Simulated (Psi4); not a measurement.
**InH5S (In(H2S)H3): M06-2X/def2-TZVPP (density fitting, core potential, sweep point 4)**

What is the vertical ionisation energy of InH5S (In(H2S)H3) at M06-2X/def2-TZVPP (density fitting, core potential, sweep point 4)? 

The calculation is run with Psi4 1.11.

2 further runs of the same task are left out: 2 that didn't finish.

## (1) The molecule

InH5S: 7 atoms, total charge 0, spin state singlet. As SMILES, `[H][In]([H])([H])<-[SH2]`. The shape comes from GFN2-xTB, which is rough for such elements, and wasn't checked as a minimum.

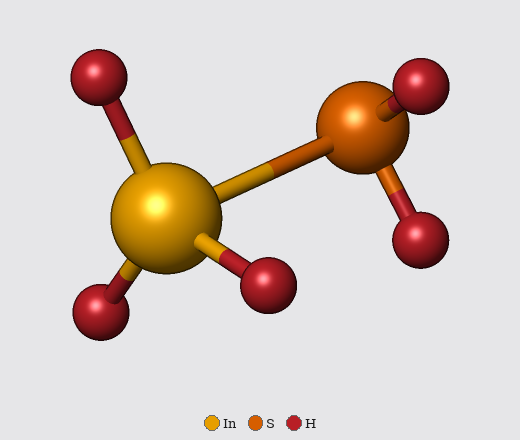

The structure, seen from a chosen angle (indium amber, sulfur orange, hydrogen red).

## (2) The energy at M06-2X/def2-TZVPP (density fitting, core potential, sweep point 4)

The input, calc.py:

```python
import psi4

psi4.set_memory('1600 MB')
psi4.set_num_threads(1)
psi4.core.set_output_file('psi4.out', False)

mol = psi4.geometry("""
0 1
In     0.135580    -0.224710    -1.100160
S      0.147580    -0.258030     1.612090
H      0.509110     1.023740     1.648870
H     -1.148820     0.047740     1.637400
H      1.807850    -0.181210    -1.344390
H     -0.720900     1.249210    -1.112410
H     -0.730410    -1.656740    -1.341400
symmetry c1
""")

options = {'reference': 'rks', 'puream': True, 'scf_type': 'df', 'dft_radial_points': 99, 'dft_spherical_points': 590}
psi4.set_options(options)

result, w = psi4.energy("m06-2x/def2-TZVPP", return_wfn=True)
print(f'm06-2x/def2-TZVPP energy: {result:.10f} Eh')
for k, v in sorted(psi4.core.scalar_variables().items()):
    print(f'{k:45s} {v:18.10f}')
```

The run is started by

```console
$ python calc.py
```

psi4.out:

```text
[...]
    !!!  WARNING: ECP capability is in beta. Please check occupations closely.  !!!
[...]
  Running in c1 symmetry.
[...]
  Nuclear repulsion =  114.580463889091533
[...]
  Multiplicity = 1
[...]
  Nalpha       = 21
  Nbeta        = 21
[...]
    Number of basis functions: 162
[...]
   @DF-RKS iter   1:  -591.05951237042393   -8.42969e-01   3.47111e-03 DIIS/ADIIS
[...]
   @DF-RKS iter   7:  -591.20129563150670   -1.13094e-07   9.06964e-07 DIIS
[...]
    Orbital Energies [Eh]
    ---------------------
    Doubly Occupied:
       1A    -89.959792     2A     -8.320525     3A     -6.239793
       4A     -6.238144     5A     -6.235604     6A     -4.852476
       7A     -3.234416     8A     -3.224889     9A     -3.224864
      10A     -0.892207    11A     -0.853635    12A     -0.849884
      13A     -0.849347    14A     -0.846437    15A     -0.846027
      16A     -0.555809    17A     -0.492730    18A     -0.468541
      19A     -0.368600    20A     -0.321805    21A     -0.317757
[...]
  @DF-RKS Final Energy:  -591.20129563150670
   => Energetics <=
    Nuclear Repulsion Energy =            114.5804638890915328
    One-Electron Energy =               -1115.9962935343137360
    Two-Electron Energy =                 431.3924038160942018
    DFT Exchange-Correlation Energy =     -21.1778698023787122
    Empirical Dispersion Energy =           0.0000000000000000
    VV10 Nonlocal Energy =                  0.0000000000000000
    Total Energy =                       -591.2012956315066958
[...]
 Multipole Moments:
 ------------------------------------------------------------------------------------
     Multipole            Electronic (a.u.)      Nuclear  (a.u.)        Total (a.u.)
 ------------------------------------------------------------------------------------
 L = 1.  Multiply by 2.5417464519 to convert [e a0] to [Debye]
 Dipole X            :          0.9632711           -1.1477355           -0.1844644
 Dipole Y            :         -1.4286397            1.7387936            0.3101539
 Dipole Z            :        -42.3384317           43.5021359            1.1637043
 Magnitude           :                                                    1.2183719
[...]
```

On the terminal:

```text
m06-2x/def2-TZVPP energy: -591.2012956315 Eh
CURRENT ENERGY                                   -591.2012956315
CURRENT REFERENCE ENERGY                         -591.2012956315
DD SOLVATION ENERGY                                 0.0000000000
DFT FUNCTIONAL TOTAL ENERGY                      -591.2012956315
DFT TOTAL ENERGY                                 -591.2012956315
DFT VV10 ENERGY                                     0.0000000000
DFT XC ENERGY                                     -21.1778698024
GRID ELECTRONS ALPHA                               20.9999990831
GRID ELECTRONS BETA                                20.9999990831
GRID ELECTRONS TOTAL                               41.9999981662
NUCLEAR REPULSION ENERGY                          114.5804638891
ONE-ELECTRON ENERGY                             -1115.9962935343
PCM POLARIZATION ENERGY                             0.0000000000
PE ENERGY                                           0.0000000000
SCF ITERATION ENERGY                             -591.2012956315
SCF ITERATIONS                                      7.0000000000
SCF TOTAL ENERGY                                 -591.2012956315
TWO-ELECTRON ENERGY                               431.3924038161
XC GRID RADIAL POINTS                              99.0000000000
XC GRID SPHERICAL POINTS                          590.0000000000
XC GRID TOTAL POINTS                           391668.0000000000
```

It took 41 s on 1 thread of Intel Xeon Platinum 8488C (Sapphire Rapids), shared host; peak memory 1.2 GiB.

## (3) The doublet cation, same level

The input, job.py:

```python
import psi4

psi4.set_memory(1600000000)
psi4.set_num_threads(1)
psi4.core.set_output_file('psi4.out', False)

m = psi4.geometry("""
1 2
In     0.135580    -0.224710    -1.100160
S      0.147580    -0.258030     1.612090
H      0.509110     1.023740     1.648870
H     -1.148820     0.047740     1.637400
H      1.807850    -0.181210    -1.344390
H     -0.720900     1.249210    -1.112410
H     -0.730410    -1.656740    -1.341400
units angstrom
symmetry c1
""")

psi4.set_options({
    'basis': 'def2-TZVPP',
    'reference': 'uks',
    'puream': True,
    'scf_type': 'df',
    'dft_radial_points': 99,
    'dft_spherical_points': 590,
    'maxiter': 150,
})

e, wfn = psi4.energy('m06-2x', molecule=m, return_wfn=True)
print(f'total energy {e:.8f} hartree = {e * 27.211386:.5f} eV')
```

The run is started by

```console
$ python job.py
```

psi4.out:

```text
[...]
    !!!  WARNING: ECP capability is in beta. Please check occupations closely.  !!!
[...]
  Running in c1 symmetry.
[...]
  Nuclear repulsion =  114.580463889091533
[...]
  Multiplicity = 2
[...]
  Nalpha       = 21
  Nbeta        = 20
[...]
    Number of basis functions: 162
[...]
   @DF-UKS iter   1:  -590.66663200793846   -4.50088e-01   3.23046e-03 ADIIS/DIIS
[...]
   @DF-UKS iter  18:  -590.83908426965377   -3.23094e-07   4.23658e-07 DIIS
[...]
   @S^2 Observed:                7.603653787E-01
[...]
    Orbital Energies [Eh]
    ---------------------
    Alpha Occupied:
       1A    -90.139851     2A     -8.499745     3A     -6.418660
       4A     -6.417230     5A     -6.415295     6A     -5.108732
       7A     -3.489397     8A     -3.485022     9A     -3.478133
      10A     -1.119583    11A     -1.107419    12A     -1.107174
      13A     -1.103614    14A     -1.096159    15A     -1.060290
      16A     -0.753980    17A     -0.727171    18A     -0.660553
      19A     -0.613818    20A     -0.557840    21A     -0.552418
    Alpha Virtual:
      22A     -0.185552    23A     -0.148521    24A     -0.135344
      25A     -0.126920    26A     -0.111513    27A     -0.100848
[...]
  @DF-UKS Final Energy:  -590.83908426965377
   => Energetics <=
    Nuclear Repulsion Energy =            114.5804638890915328
    One-Electron Energy =               -1106.6921963174245320
    Two-Electron Energy =                 422.3090095414320899
    DFT Exchange-Correlation Energy =     -21.0363613827529328
    Empirical Dispersion Energy =           0.0000000000000000
    VV10 Nonlocal Energy =                  0.0000000000000000
    Total Energy =                       -590.8390842696538812
[...]
 Multipole Moments:
 ------------------------------------------------------------------------------------
     Multipole            Electronic (a.u.)      Nuclear  (a.u.)        Total (a.u.)
 ------------------------------------------------------------------------------------
 L = 1.  Multiply by 2.5417464519 to convert [e a0] to [Debye]
 Dipole X            :          0.5868168           -1.1477355           -0.5609187
 Dipole Y            :         -0.7571392            1.7387936            0.9816544
 Dipole Z            :        -42.8510831           43.5021359            0.6510528
 Magnitude           :                                                    1.3046628
[...]
```

Standard output:

```text
total energy -590.83908427 hartree = -16077.55039 eV
```

Wall time 2 min (1 thread of Intel Xeon Platinum 8488C (Sapphire Rapids), shared host); peak memory 1.2 GiB.

## (4) Results

Level: M06-2X/def2-TZVPP (density fitting, core potential, sweep point 4).

| quantity | value |
| --- | --- |
| singlet InH5S: total energy | -591.20130 Eh |
| singlet InH5S: dipole moment | 3.10 D |
| singlet InH5S: HOMO energy | -8.65 eV |
| singlet InH5S: LUMO energy | -0.04 eV |
| singlet InH5S: HOMO–LUMO gap | 8.61 eV |
| doublet cation: total energy | -590.83908 Eh |
| doublet cation: HOMO energy (highest over α and β) | -14.38 eV |
| doublet cation: LUMO energy (lowest over α and β) | -11.10 eV |
| doublet cation: ⟨S²⟩ | 0.760 |
| vertical ionisation energy (to the doublet cation) | 9.856 eV |

Removing an electron at fixed nuclei costs 9.86 eV (227 kcal/mol). −ε(HOMO) before ionisation, 8.65 eV, is 1.21 eV below this ionisation energy.
